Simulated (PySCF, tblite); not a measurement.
**C₅H₁₁BO: geometry, infrared bands and NMR shifts**

Aim: predict the infrared bands and NMR shifts of C₅H₁₁BO (`B[C@H]1CCCOC1`).

Programs: tblite 0.8.0 and PySCF 2.14.0, with density-fitted response routines of our own. Each step states its level of theory. These are calculated values for one molecule in the gas phase, unless marked as measured. Atoms count from 0, in the outputs and in this text.

### 1 The molecule as given

18 atoms, charge 0, multiplicity 1; geometry from: force field or distance geometry start.

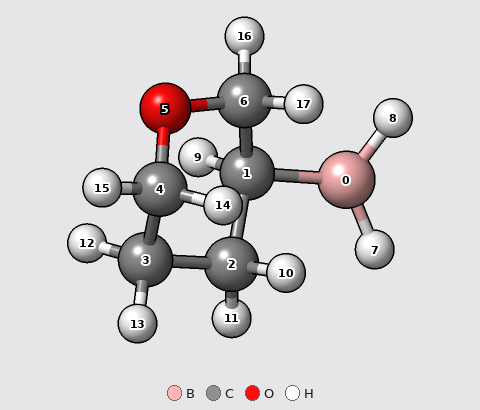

As it starts; boron pink, carbon grey, oxygen red, hydrogen white, atoms numbered.

### 2 Relaxing the molecule with GFN2-xTB

Job settings and geometry (Å):

```
{"job": {"kind": "relax", "xc": "GFN2-xTB", "basis": "xTB"}, "charge": 0, "multiplicity": 1}
B      2.195000    -0.726200     0.190700
C      0.908500    -0.299900    -0.684000
C     -0.244400    -1.043100    -0.023400
C     -1.537200    -0.535000    -0.638200
C     -1.588000     0.951300    -0.342500
O     -0.567300     1.524500    -1.090700
C      0.708300     1.197900    -0.600700
H      2.189600    -1.747600     0.763200
H      2.936100     0.143800     0.467500
H      1.028200    -0.579700    -1.736200
H     -0.248200    -0.696000     1.035300
H     -0.133200    -2.143900    -0.093500
H     -1.623700    -0.688200    -1.703200
H     -2.381100    -0.988200    -0.087300
H     -1.412300     1.069300     0.743000
H     -2.555500     1.358500    -0.671600
H      1.481800     1.650800    -1.247400
H      0.834700     1.558100     0.442500
```

The run is started by

```
OMP_NUM_THREADS=1 python probes_run.py task.json out
```

The driver reads the jobs from task.json and runs them one after another.

**Question.** This job is followed by: GFN2-xTB harmonic vibrations, gas phase; GIAO PBE0/pcSseg-1 NMR shielding, non-relativistic, gas phase. What will the session give for the following? strongest single infrared mode (GFN2-xTB); zero-point energy (GFN2-xTB); ¹³C shifts against TMS (PBE0/pcSseg-1); ¹H shifts against TMS (PBE0/pcSseg-1, means over atoms taken as alike); ¹¹B shifts against BF3·OEt2 (PBE0/pcSseg-1); ¹⁷O shifts against H2O (PBE0/pcSseg-1).

As calculated:

| quantity | value |
| --- | --- |
| strongest single infrared mode (GFN2-xTB) | 2685 cm⁻¹, 125 km/mol |
| zero-point energy (GFN2-xTB) | 95.8 kcal/mol |
| ¹³C shifts against TMS (PBE0/pcSseg-1) | 75.6, 71.9, 48.8, 32.7, 31.7 ppm |
| ¹H shifts against TMS (PBE0/pcSseg-1, means over atoms taken as alike) | 7.78, 4.59, 4.15, 3.51, 3.38, 2.39, 1.72, 1.44, 1.41, 1.08 ppm |
| ¹¹B shifts against BF3·OEt2 (PBE0/pcSseg-1) | 90.8 ppm |
| ¹⁷O shifts against H2O (PBE0/pcSseg-1) | 58.6 ppm |

In words: Relaxing lowered the energy by 0.488 eV in 72 steps; the close pair that moved most is B0–C1, from 1.613 to 1.570 Å. No mode is imaginary among the 48: a minimum at this level. The strongest single mode, at 2685 cm⁻¹, moves mainly H8 and H7. GFN2-xTB is a fitted tight-binding method: band positions and strengths are rough. Its intensities can rank the bands wrongly. At PBE0/pcSseg-1: Shielding is most anisotropic at B0 (span 191 ppm, paramagnetic term -182 ppm).
